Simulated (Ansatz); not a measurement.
MgS₂

Input file:

```
crystal:
  periodic: [false, false, false]
  atoms:
    - {symbol: Mg, position_ang: [-1.101778, -0.034163, 0.674452]}
    - {symbol: S, position_ang: [1.053169, -0.645595, 0.449709]}
    - {symbol: S, position_ang: [0.048609, 0.679758, -1.124162]}
basis:
  gaussian: {orbitals: def2-TZVP, initial_orbitals: start.molden}
hamiltonian: {xc: pbe0, dispersion: d4}
output: {orbitals: {seedname: orbitals}}
```

Command:

```sh
ansatz run in.yaml --threads 4 --pin off --events-out ev --progress --plain --max-ram 3916MiB
```

Geometry: PBE-D4/def2-TZVP.

Level of theory: RKS PBE0-D4/def2-TZVP in Ansatz.

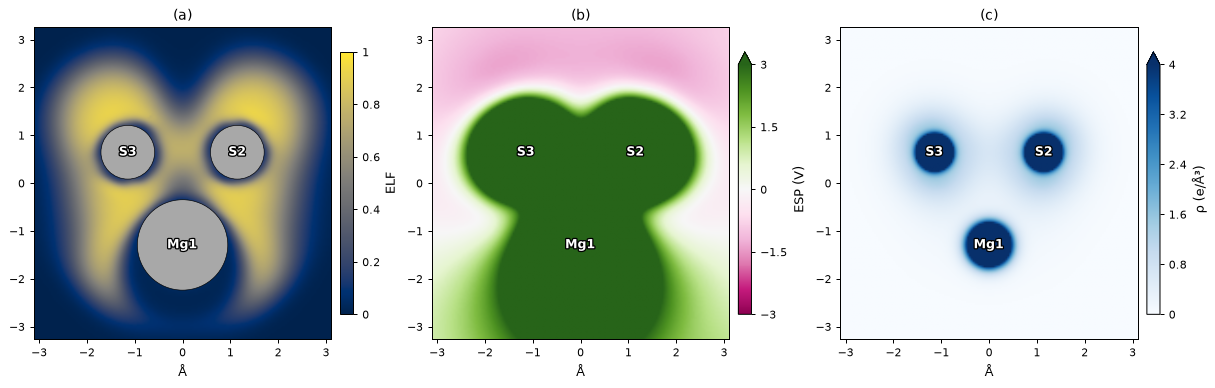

Figure 1. (a) ELF; (b) molecular electrostatic potential; (c) total electron density on the molecular plane. Grey discs cover the atomic cores in the ELF map.

> Interpret the plot.

- The plane passes through Mg and S nuclei.
- Mg–S (2.25 Å): ρ at the midpoint is about 0.48 e/Å³; the ELF peaks at about 0.80 in the valence shell of S, 0.9 Å from its nucleus, and falls to about 0.05 next to Mg (an ionic contact with no shared pair).
- S–S (2.29 Å): ρ is about 0.66 e/Å³ halfway; the ELF peaks at about 0.75 between the atoms, as expected for a covalent bond.
- Outside the dense part of the molecule the potential is most negative (−1.4 V) near S2 and S3.

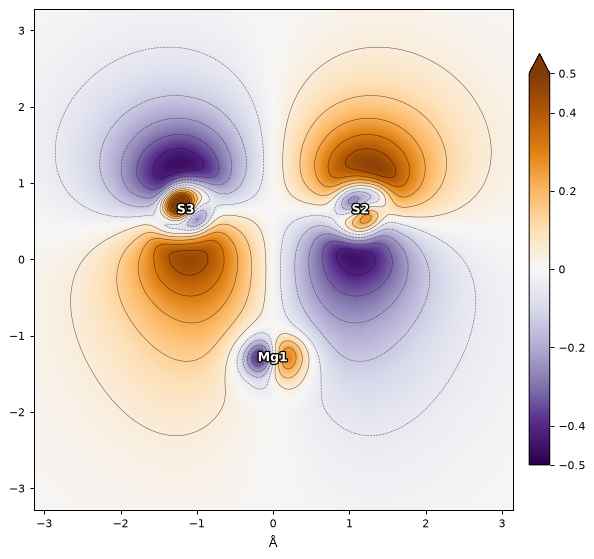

Figure 2. The HOMO−1 on the molecular plane (values in Å⁻³ᐟ²; the overall sign is arbitrary).

> Where does this orbital lie, and at what energy?

It lies mainly on S2 (about 40 %), S3 (about 40 %) and Mg1 (about 15 %); it is symmetric in the molecular plane (an in-plane orbital: σ, lone-pair or in-plane π type). Its energy is −6.31 eV.
